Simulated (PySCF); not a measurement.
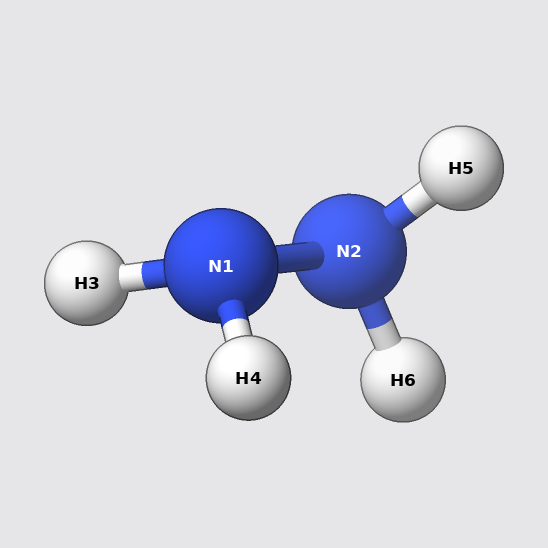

The computed structure is the end point of a PBE0-D3(BJ)/def2-SVP optimisation. No frequency run is at hand to confirm it as a minimum. Properties computed with B3LYP/pcJ-1 indirect spin-spin coupling, non-relativistic, gas phase (PySCF 2.14.0). Isotopes: 1H, 15N.

Give the spin–spin coupling constants of these pairs, with the number of bonds between them: N1/H3, N1/H4, N1/N2, N2/H5, N2/H6, N1/H6, N1/H5, N2/H3, N2/H4, H3/H4, H5/H6, H4/H6, H4/H5.

| pair | bonds apart | J (Hz) |
| --- | --- | --- |
| N1, H3 | 1 | −75.0 |
| N1, H4 | 1 | −65.4 |
| N1, N2 | 1 | −7.2 |
| N2, H5 | 1 | −75.0 |
| N2, H6 | 1 | −65.4 |
| N1, H6 | 2 | 1.3 |
| N1, H5 | 2 | −7.5 |
| N2, H3 | 2 | −7.5 |
| N2, H4 | 2 | 1.3 |
| H3, H4 | 2 | −3.4 |
| H5, H6 | 2 | −3.4 |
| H4, H6 | 3 | 8.4 |
| H4, H5 | 3 | −1.5 |
